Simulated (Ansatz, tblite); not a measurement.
**The cluster Ga₄H₁₂O₁₂: spin-state energies by level**

Aim: set other spin states of the cluster Ga₄H₁₂O₁₂ against its singlet, on many levels of theory.

Method: as each input shows; program: Ansatz 0.2.0, Gaussian basis.

Levels to be run: triplet, at the geometry of the singlet (GFN1-xTB, GFN2-xTB, PBE0-D4/def2-TZVP, PBE-D4/def2-TZVP); the singlet's energies come from earlier runs.

## 1. The structure

The geometry is that of the singlet, from an earlier relaxation (r2SCAN-D4/def2-SVP).

28 atoms, charge 0, spin multiplicity 1.

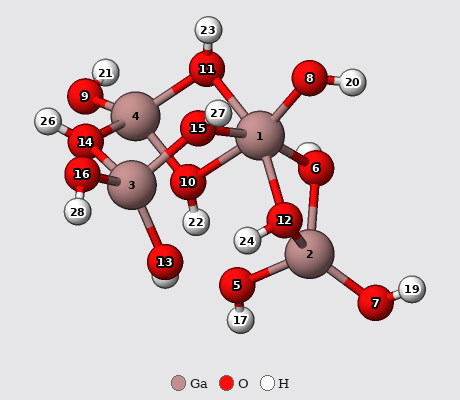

The geometry (gallium pink, oxygen red, hydrogen white); atoms are numbered from 1 in the order of the file.

As a file:

```mol
Ga4H12O12
  3D, bonds by distance, orders not assigned

 28 30  0  0  0  0  0  0  0  0999 V2000
    0.3288    0.5332    1.1987 Ga  0  0
    1.4131    2.2080   -0.9316 Ga  0  0
    0.2487   -2.4002   -0.3633 Ga  0  0
   -2.3128   -0.5601    0.2432 Ga  0  0
    0.3181    1.6252   -2.2863 O   0  0
    0.3316    2.4744    0.6319 O   0  0
    2.5265    3.5154   -1.4126 O   0  0
    0.9556    0.6469    2.9032 O   0  0
   -4.0521   -0.4760   -0.1211 O   0  0
   -0.8192    0.1920   -0.5221 O   0  0
   -1.6479    0.2353    1.8032 O   0  0
    1.9119    0.6311   -0.0505 O   0  0
    1.2106   -1.5365   -1.6462 O   0  0
   -1.6871   -2.2768   -0.2565 O   0  0
    0.5039   -1.4492    1.2357 O   0  0
    0.5097   -4.1627   -0.1701 O   0  0
    0.2731    2.1637   -3.0845 H   0  0
   -0.5053    2.9524    0.5778 H   0  0
    3.1851    3.7266   -0.7391 H   0  0
    1.3470    1.5088    3.0878 H   0  0
   -4.4983    0.2595    0.3172 H   0  0
   -0.6613    0.7212   -1.3513 H   0  0
   -1.6611   -0.1542    2.6881 H   0  0
    1.9098   -0.1723   -0.6326 H   0  0
    0.6934   -0.8772   -2.1338 H   0  0
   -2.1502   -3.1083   -0.0860 H   0  0
    1.1660   -1.7094    1.8907 H   0  0
    1.1624   -4.5109   -0.7899 H   0  0
  1  6  8  0
  1  8  8  0
  1 10  8  0
  1 11  8  0
  1 12  8  0
  1 15  8  0
  2  5  8  0
  2  6  8  0
  2  7  8  0
  2 12  8  0
  3 13  8  0
  3 14  8  0
  3 15  8  0
  3 16  8  0
  4  9  8  0
  4 10  8  0
  4 11  8  0
  4 14  8  0
  5 17  8  0
  6 18  8  0
  7 19  8  0
  8 20  8  0
  9 21  8  0
 10 22  8  0
 11 23  8  0
 12 24  8  0
 13 25  8  0
 14 26  8  0
 15 27  8  0
 16 28  8  0
M  END
```

## 2. Triplet at the fixed geometry, GFN1-xTB

Tight binding, by tblite at 300 K electronic temperature and without a spin-polarisation term:

```python
tblite.interface.Calculator('GFN1-xTB', numbers, positions, charge=0, uhf=2).singlepoint()
```

Energy -1859.9801 eV; 0.12 s.

## 3. Triplet at the fixed geometry, GFN2-xTB

Tight binding, by tblite at 300 K electronic temperature and without a spin-polarisation term:

```python
tblite.interface.Calculator('GFN2-xTB', numbers, positions, charge=0, uhf=2).singlepoint()
```

Energy -1636.0730 eV; 0.11 s.

## 4. Triplet at the fixed geometry, PBE0-D4/def2-TZVP

in.yaml reads:

```yaml
crystal:
  periodic: [false, false, false]
  atoms:
    - {symbol: Ga, position_ang: [0.328829, 0.533179, 1.198692]}
    - {symbol: Ga, position_ang: [1.413094, 2.208026, -0.931558]}
    - {symbol: Ga, position_ang: [0.248693, -2.400182, -0.363343]}
    - {symbol: Ga, position_ang: [-2.312780, -0.560069, 0.243250]}
    - {symbol: O, position_ang: [0.318110, 1.625173, -2.286259]}
    - {symbol: O, position_ang: [0.331593, 2.474430, 0.631943]}
    - {symbol: O, position_ang: [2.526548, 3.515350, -1.412599]}
    - {symbol: O, position_ang: [0.955604, 0.646927, 2.903197]}
    - {symbol: O, position_ang: [-4.052105, -0.475955, -0.121134]}
    - {symbol: O, position_ang: [-0.819209, 0.192042, -0.522099]}
    - {symbol: O, position_ang: [-1.647918, 0.235274, 1.803166]}
    - {symbol: O, position_ang: [1.911911, 0.631083, -0.050499]}
    - {symbol: O, position_ang: [1.210592, -1.536491, -1.646201]}
    - {symbol: O, position_ang: [-1.687056, -2.276823, -0.256454]}
    - {symbol: O, position_ang: [0.503869, -1.449157, 1.235674]}
    - {symbol: O, position_ang: [0.509692, -4.162655, -0.170118]}
    - {symbol: H, position_ang: [0.273120, 2.163714, -3.084530]}
    - {symbol: H, position_ang: [-0.505328, 2.952361, 0.577809]}
    - {symbol: H, position_ang: [3.185075, 3.726607, -0.739091]}
    - {symbol: H, position_ang: [1.347030, 1.508844, 3.087774]}
    - {symbol: H, position_ang: [-4.498294, 0.259506, 0.317181]}
    - {symbol: H, position_ang: [-0.661317, 0.721166, -1.351329]}
    - {symbol: H, position_ang: [-1.661134, -0.154231, 2.688082]}
    - {symbol: H, position_ang: [1.909775, -0.172255, -0.632576]}
    - {symbol: H, position_ang: [0.693422, -0.877201, -2.133830]}
    - {symbol: H, position_ang: [-2.150221, -3.108280, -0.085972]}
    - {symbol: H, position_ang: [1.165998, -1.709440, 1.890654]}
    - {symbol: H, position_ang: [1.162396, -4.510923, -0.789851]}
basis:
  gaussian: {orbitals: def2-TZVP, fitting: {mean_field: def2-universal-jkfit}}
magnetization: {spin_polarized: true, initial_magnetization: 2}
hamiltonian: {xc: pbe0, dispersion: d4}
scf: {omitted_lower_state_checks: [starts]}
output: {orbitals: {seedname: orbitals}}
```

Launch:

```
ansatz run in.yaml --threads 2 --pin off --events-out ev --progress --plain --max-ram 32768MiB --backend cuda --devices 0, --max-vram 18GiB
```

What it wrote:

```text
Functional definition: PBE0
  name "PBE0"
  cite "Adamo & Barone, J. Chem. Phys. 110, 6158 (1999) doi:10.1063/1.478522"
  cite "Perdew, Burke & Ernzerhof, Phys. Rev. Lett. 77, 3865 (1996) doi:10.1103/PhysRevLett.77.3865"
  parent pbe
  parameter a = 0.25
  parameter kappa = 0.804
  parameter beta = 0.06672455060314922
  exchange = (1 - a)*pbe_x(kappa = kappa, mu = beta*pi^2/3) + a*exact_x
  correlation = pbe_c(beta = beta)
these checks for a lower state are left out or cut short: starts
2204 factors; integrals over basis functions are off by at most 8.8e-1 eV
mean field evaluation 1: about -234193.3762 eV, gradient 1.2e2 eV
mean field evaluation 2: about -234098.7435 eV, gradient 2.0e2 eV
mean field evaluation 4: about -234231.5687 eV, gradient 3.6e1 eV
mean field evaluation 8: about -234238.1080 eV, gradient 1.7e0 eV
mean field evaluation 16: about -234238.1432 eV, gradient 3.3e-1 eV
mean field -234238.15084692 eV, -8608.0932713033 hartree, gradient 3.5e-6 eV, S^2 2.005298; 0 other end points of the search recorded, 0 dependent functions left out
reference -234238.15090347 eV, -8608.0932733812 hartree; 117, 115 occupied and 519, 521 virtual orbitals, 2204 factors
Total energy: -234239.24420238 eV, -8608.1334513752 hartree
Checks for a lower state left out: starts
```

It took 16 s on 1 × H100 (card shared with other runs) with 2 threads of AMD EPYC 7R13, shared host; peak host memory 1.2 GiB.

HOMO -2.39 eV, LUMO -7.40 eV (over both spins; with the spin held, an empty level of the minority spin lies below the top filled one); ⟨S²⟩ 2.005 (pure: 2.00).

## 5. Triplet at the fixed geometry, PBE-D4/def2-TZVP

start.molden holds the orbitals of an earlier run on this state, given as this run's starting guess.

in.yaml: that of step 4 with these lines changed.

```diff
@@ -32,5 +32,5 @@
 basis:
-  gaussian: {orbitals: def2-TZVP, fitting: {mean_field: def2-universal-jkfit}}
+  gaussian: {orbitals: def2-TZVP, fitting: {mean_field: def2-universal-jkfit}, initial_orbitals: start.molden}
 magnetization: {spin_polarized: true, initial_magnetization: 2}
-hamiltonian: {xc: pbe0, dispersion: d4}
+hamiltonian: {xc: pbe, dispersion: d4}
 scf: {omitted_lower_state_checks: [starts]}
```

Launched as before.

What it wrote:

```text
Functional definition: PBE
  name "PBE"
  cite "Perdew, Burke & Ernzerhof, Phys. Rev. Lett. 77, 3865 (1996) doi:10.1103/PhysRevLett.77.3865"
  parent pbe
  parameter kappa = 0.804
  parameter beta = 0.06672455060314922
  exchange = pbe_x(kappa = kappa, mu = beta*pi^2/3)
  correlation = pbe_c(beta = beta)
these checks for a lower state are left out or cut short: starts
2204 factors; integrals over basis functions are off by at most 8.8e-1 eV
mean field evaluation 1: about -234233.9479 eV, gradient 1.7e1 eV
mean field evaluation 2: about -234234.9694 eV, gradient 2.7e0 eV
mean field evaluation 4: about -234235.2132 eV, gradient 2.2e-1 eV
mean field evaluation 8: about -234235.2178 eV, gradient 1.9e-3 eV
mean field evaluation 16: about -234235.2178 eV, gradient 5.0e-4 eV
mean field -234235.21775089 eV, -8607.9854820122 hartree, gradient 4.5e-6 eV, S^2 2.001480; 0 other end points of the search recorded, 0 dependent functions left out
reference -234235.21782967 eV, -8607.9854849073 hartree; 117, 115 occupied and 519, 521 virtual orbitals, 2204 factors
Total energy: -234236.46693593 eV, -8608.0313887157 hartree
Checks for a lower state left out: starts
```

Wall time 10 s (1 × H100 (card shared with other runs) with 2 threads of AMD EPYC 7R13, shared host); peak host memory 1.2 GiB.

HOMO -2.08 eV, LUMO -7.07 eV (over both spins; with the spin held, an empty level of the minority spin lies below the top filled one); ⟨S²⟩ 2.001 (pure: 2.00).

## 6. Triplet less singlet, vertical

The singlet's energies are those of its earlier runs, whose logs aren't repeated here.

| level | triplet less singlet, vertical (eV) | time |
| --- | --- | --- |
| GFN1-xTB | +6.334 | 0.17 s |
| GFN2-xTB | +4.300 | 0.15 s |
| PBE-D4/def2-TZVP | +4.825 | 14 s |
| PBE0-D4/def2-TZVP | +6.160 | 20 s |

Times add the two runs; a level without a time comes out of a correlated run. Tight binding without a spin term can't rank spin states.

## 7. What came out

| quantity | value |
| --- | --- |
| triplet less singlet, vertical, functionals in def2-TZVP | +4.825 (PBE-D4) to +6.160 eV (PBE0-D4) |

All functionals put the triplet above the singlet, over a spread of 1.334 eV. The checks for a lower triplet were left out, so another state of that spin may lie lower. These are electronic energies, without zero-point motion, entropy or surroundings.
